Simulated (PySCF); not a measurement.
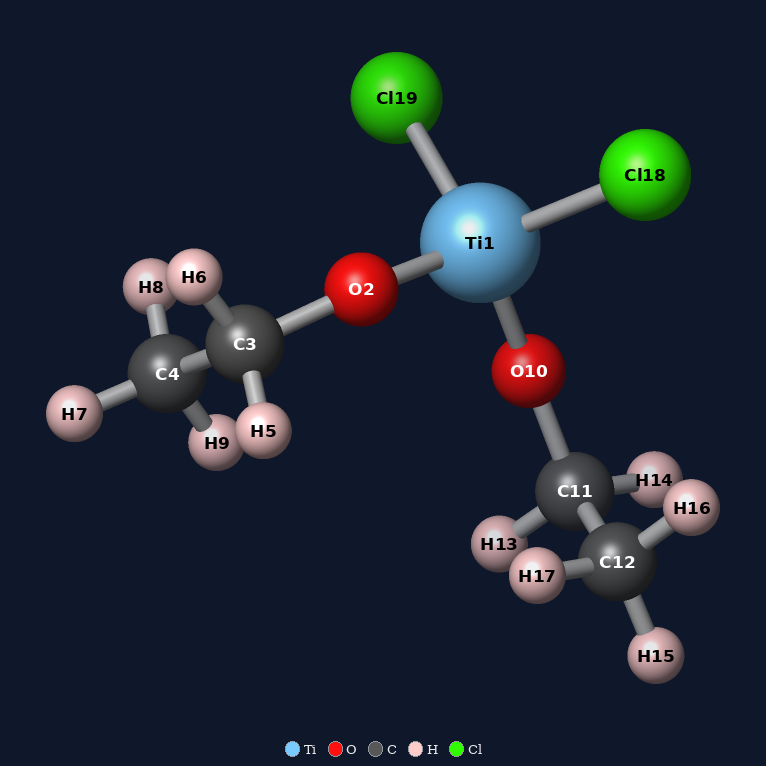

The species is neutral and a spin singlet. The computed structure is the end point of a PBE0-D3(BJ)/def2-SVP optimisation. No frequency run is at hand to confirm it as a minimum. Level of theory: delta-SCF UKS SCAN, pcX-2 on the ionised atom (unc-x2c-TZVPall on a metal), pcseg-1 elsewhere, spin-free X2C (PySCF 2.14.0).

Give the core-electron binding energies (to vacuum; p and d levels without spin–orbit splitting) of Ti1 2p, O2 1s, C3 1s, C4 1s, Cl18 1s, Cl18 2p.

```json
{"atom": "Ti1", "level": "2p", "binding energy (eV)": "465.1"}
{"atom": "O2", "level": "1s", "binding energy (eV)": "537.9"}
{"atom": "C3", "level": "1s", "binding energy (eV)": "292.6"}
{"atom": "C4", "level": "1s", "binding energy (eV)": "291.0"}
{"atom": "Cl18", "level": "1s", "binding energy (eV)": "2827.4"}
{"atom": "Cl18", "level": "2p", "binding energy (eV)": "205.3"}
```
